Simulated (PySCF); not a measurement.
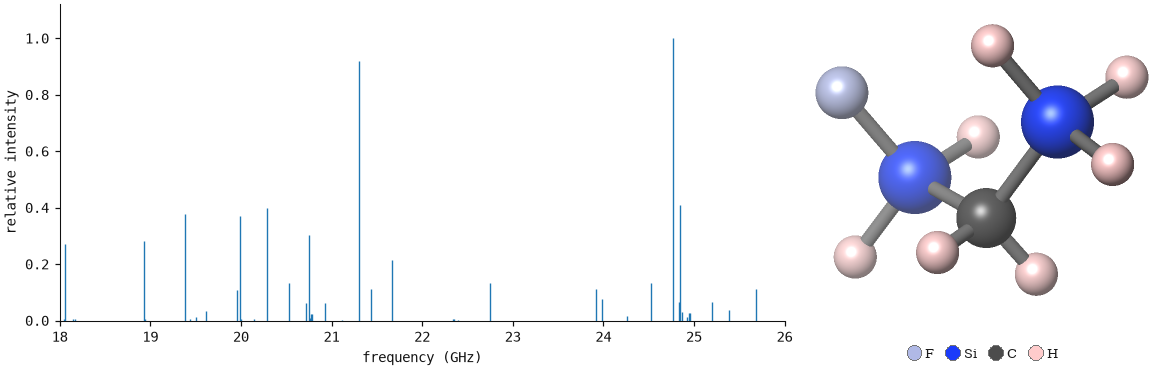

CH₇FSi₂, SMILES F[SiH2]C[SiH3]. Simulated rotational absorption lines between 18 and 26 GHz at 2 K: rigid rotor with the equilibrium constants and dipole of one optimised conformer (PBE0-D3(BJ)/def2-SVP, PySCF), commonest isotopes; no centrifugal distortion, hyperfine structure, internal rotation or nuclear-spin weights; lines within 1 MHz of each other are summed.

Q: What are the rotational constants, and what kind of rotor is it?

A: Rotational constants A, B, C = 8.237, 2.222, 1.926 GHz; Ray's κ = −0.91, a near-prolate asymmetric top.

Q: Which dipole components drive the lines?

A:
|μa|, |μb|, |μc| = 0.62, 1.80, 0.22 D; b-type lines carry 81 % of the intensity in this range.

Known limits of this run: coarse grid, loose stop and no frequency check, small forces are noise and the end may be a saddle.
